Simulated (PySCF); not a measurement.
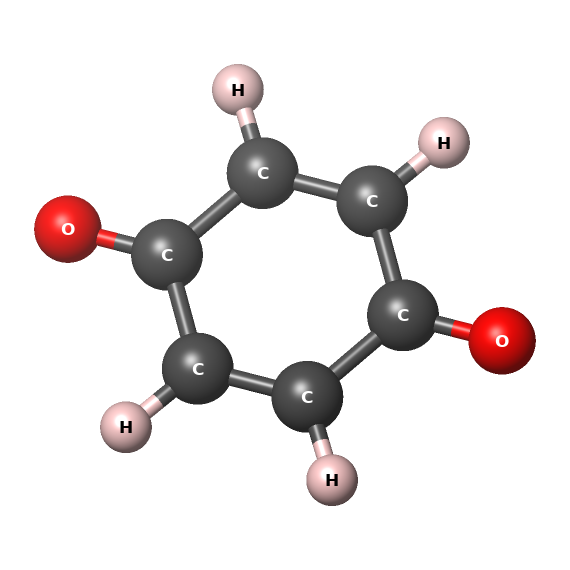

Computed geometry: PBE0-D3(BJ)/def2-SVP optimisation. No frequency run is at hand to confirm it as a minimum.

Describe the molecule.

The molecule is C₆H₄O₂. SMILES: `O=C1C=CC(=O)C=C1`. Independent rings (smallest set): 1 of 6 members. Among its groups: ketone, alkene. The point group is D2h. All atoms lie on one plane. Coordination: 6 C trigonal planar.

The parts below concern this one geometry. Atoms keep their numbers from picture to picture.

**Shape**

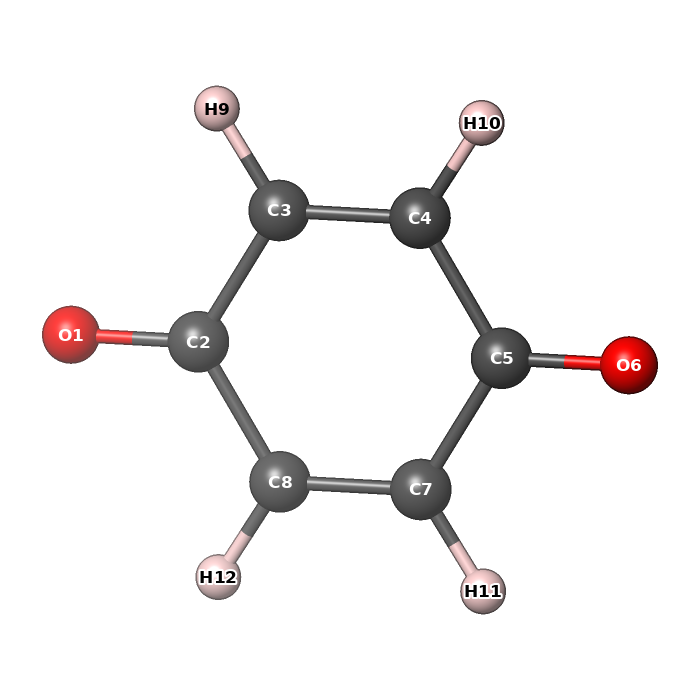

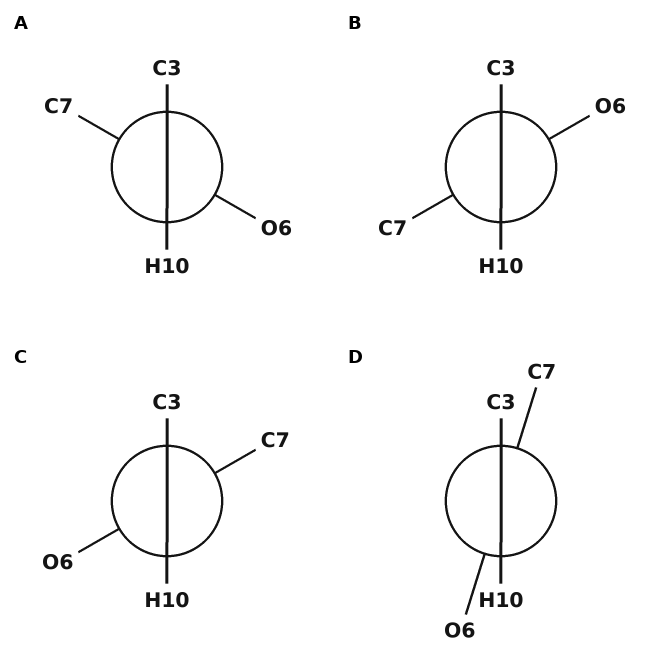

Distant atoms are faded towards the background colour. Bonds that would overlap in a projection are set slightly apart. No frequency run is at hand to confirm it as a minimum.

**Which Newman projection shows the view along C4–C5, with C4 in front?**

D. The torsion angle C3–C4–C5–O6 is 180°, antiperiplanar (anti).

**Levels of theory compared**

No frequency run is at hand to confirm it as a minimum. Program: PySCF 2.14.0.

Tabulate HOMO–LUMO gap (eV) at these levels: BHandHLYP/pcSseg-1; LDA/pcSseg-1; PBE0/6-311+G(2d,p); PBE0/6-31G; PBE0/6-31G*; PBE0/STO-3G.

| level | HOMO–LUMO gap (eV) |
| --- | --- |
| BHandHLYP/pcSseg-1 | 6.96 |
| LDA/pcSseg-1 | 1.69 |
| PBE0/6-311+G(2d,p) | 4.29 |
| PBE0/6-31G | 4.22 |
| PBE0/6-31G* | 4.28 |
| PBE0/STO-3G | 4.02 |

**Quadrupole coupling**

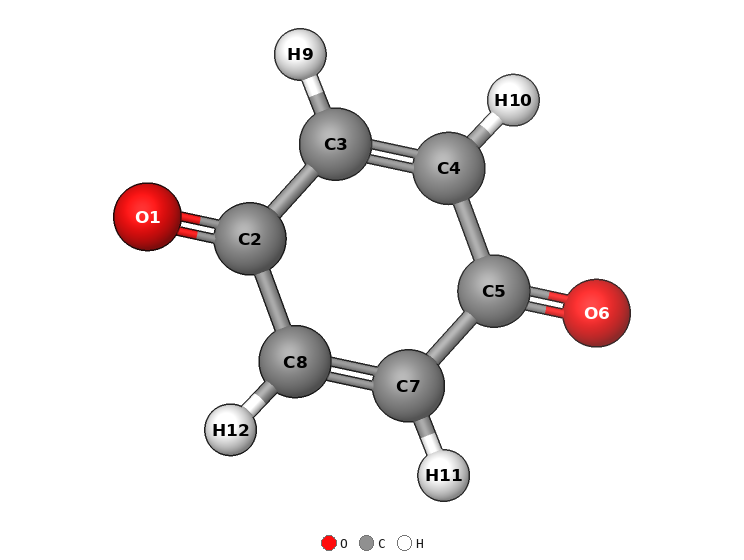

No frequency run is at hand to confirm it as a minimum. Electric field gradients from the ground-state density, PBE0/6-31G* (PySCF 2.14.0), non-relativistic apart from any core potentials.

Give the largest field-gradient component, the quadrupole coupling constant and the asymmetry for 17O at O1 (Q = −25.6 mb).

| atom | V_zz (a.u.) | e²qQ/h (MHz) | η |
| --- | --- | --- | --- |
| O1 | −2.011 | 12.10 | 0.44 |

**NMR shielding**

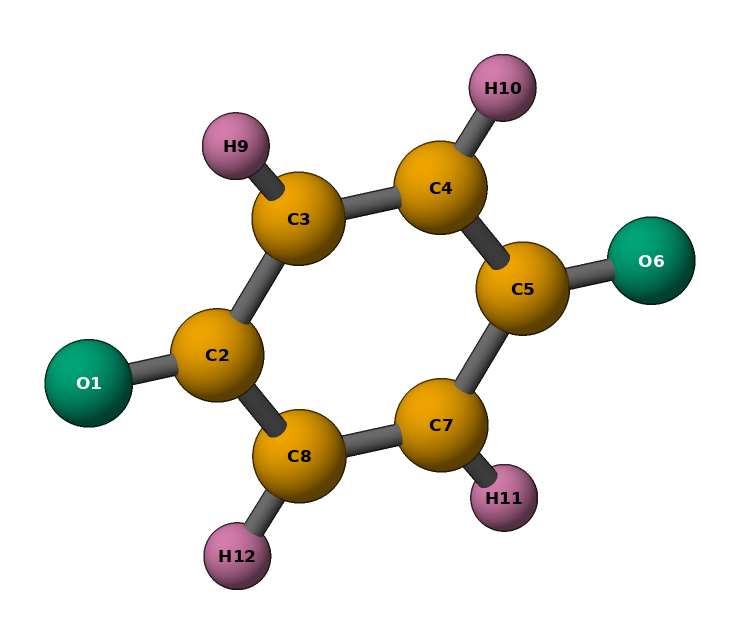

No frequency run is at hand to confirm it as a minimum. Method: GIAO PBE0/STO-3G NMR shielding, non-relativistic, gas phase (PySCF 2.14.0). Principal shieldings σ11 ≤ σ22 ≤ σ33, span Ω = σ33 − σ11, skew κ = 3(σiso − σ22)/Ω.

Give the shielding tensors of the O atoms.

| atom | σ11 | σ22 | σ33 | σiso | Ω | κ |
| --- | --- | --- | --- | --- | --- | --- |
| O1, O6 | −1505.1 | −261.5 | 473.2 | −431.1 | 1978.3 | −0.26 |

Shieldings and span in ppm.
